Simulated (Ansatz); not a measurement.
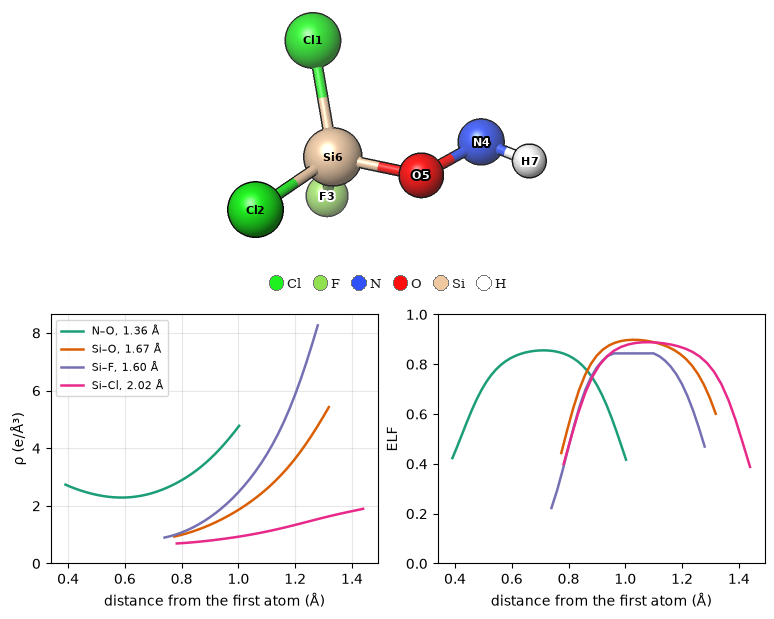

Figure. Cl$_{2}$FHNOSi (doublet). Electron density and electron localisation function along straight lines between neighbouring atoms. The curves leave out the atomic cores. The structure is drawn too.

Geometry: PBE0-D3(BJ)/def2-SVP.

Computed with isolated molecule in a Gaussian basis; Kohn-Sham density functional theory, functional PBE0 (Ansatz 0.2.0).

Input

```
basis:
  gaussian:
    orbitals: def2-SVPD
crystal:
  periodic: [false, false, false]
  atoms:
    - symbol: Cl
      position_ang: [-2.225119, 0.032619, 2.563661]
    - symbol: Cl
      position_ang: [0.213530, -2.265837, 2.597195]
    - symbol: F
      position_ang: [-1.091687, -1.229156, 0.144407]
    - symbol: "N"
      position_ang: [0.188362, 1.543816, 0.796626]
    - symbol: O
      position_ang: [0.591382, 0.408240, 1.425843]
    - symbol: Si
      position_ang: [-0.626542, -0.728905, 1.590663]
    - symbol: H
      position_ang: [1.063746, 2.089637, 0.771505]
output: {forces: true, orbitals: {seedname: orbitals}}
hamiltonian:
  xc: {name: PBE0}
magnetization:
  spin_polarized: true
  initial_magnetization: 1
```

Launched as:

```sh
ansatz run input.yaml --threads 2 --pin off --max-ram 4350MiB --events-out events.jsonl --progress --plain --runs-dir runs
```

**Compare the contacts.**

N–O (1.36 Å): ρ at the midpoint is about 2.4 e/Å³; the ELF peaks at about 0.85 between the atoms: localised, covalent bonding.
Si–O (1.67 Å): ρ at the midpoint is about 1.1 e/Å³; the ELF peaks at about 0.90 between the atoms (a polar covalent bond).
Si–F (1.60 Å): ρ is about 1.1 e/Å³ halfway; the ELF peaks at about 0.85 in the valence shell of F, 0.6 Å from its nucleus, and is about 0.45 at the midpoint.
Si–Cl (2.02 Å): the density is about 0.95 e/Å³ at the midpoint; the ELF peaks at about 0.90 between the atoms: a shared but strongly polarised pair.
